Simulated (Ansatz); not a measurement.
# Calibrating B2PLYP/def2-TZVPP on Al-containing molecules

The atomisation energy (no zero-point term) in kJ/mol of 7 Al-containing molecules: x at B2PLYP/def2-TZVPP, y at CCSD(T)/CBS estimate. Shapes, held fixed at every level: PBE0-D4/def2-TZVP. Flexible molecules stand in one conformer, not always the lowest. Programs: Ansatz 0.2.0.

```
                                                molecule  x (kJ/mol)  y (kJ/mol)
                           CH7AlO (SMILES C[OH+][AlH3-])        3102        3151
                          CH8AlN (SMILES C[NH2+][AlH3-])        3432        3475
                        C2H9AlO (SMILES C[O+](C)[AlH3-])        4291        4349
C2H8Al2Cl2 (SMILES [CH3][AlH-]1[Cl+][AlH-]([CH3])[Cl+]1)        4691        4777
                                          AlH(CH3)2(NH3)        4756           ?
                                       Al(CH3)2(OH)(OH2)        5076        5153
   C2H8Al2F2 (SMILES [CH3][AlH-]1[F+][AlH-]([CH3])[F+]1)        5085        5165
```

Question: Fit y = c + s·x to the known rows and predict y for AlH(CH3)2(NH3).

Answer: 
1. Means of the 6 rows: x = 4279.50, y = 4345.0.
2. Σ(Δx)² = 3557470, Σ(Δx·Δy) = 3625156, so the slope is 3625156/3557470 = 1.019.
3. Intercept: 4345.0 − (1.019) × 4279.50 = -15.8. The largest residual of the fit is 13.
4. AlH(CH3)2(NH3): -15.8 + 1.019 × 4756 = 4831 kJ/mol.

CCSD(T)/CBS estimate gives 4812 kJ/mol, so the prediction is off by +19 kJ/mol, more than the largest residual. Uncorrected, B2PLYP/def2-TZVPP misses AlH(CH3)2(NH3) by -56 kJ/mol, and the other rows by 66 on average. The line overshoots: the miss goes from -56 to +19. Left out in turn, the other rows are missed by 9 kJ/mol on average, so much of the error is systematic among these molecules. The CBS estimate extrapolates MP2 from def2-TZVPP and def2-QZVPP and adds CCSD(T) − MP2 in the triple-zeta set, cores frozen.

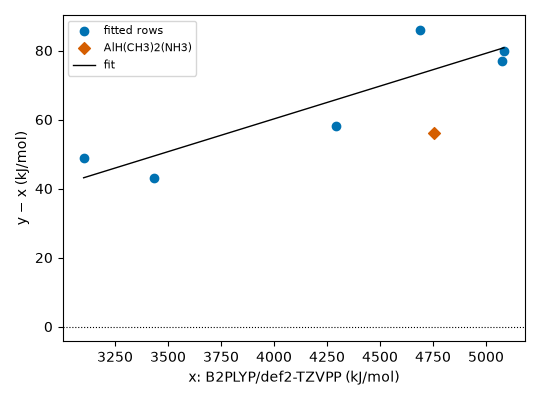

The correction y − x against x, with the fitted line and the withheld molecule.
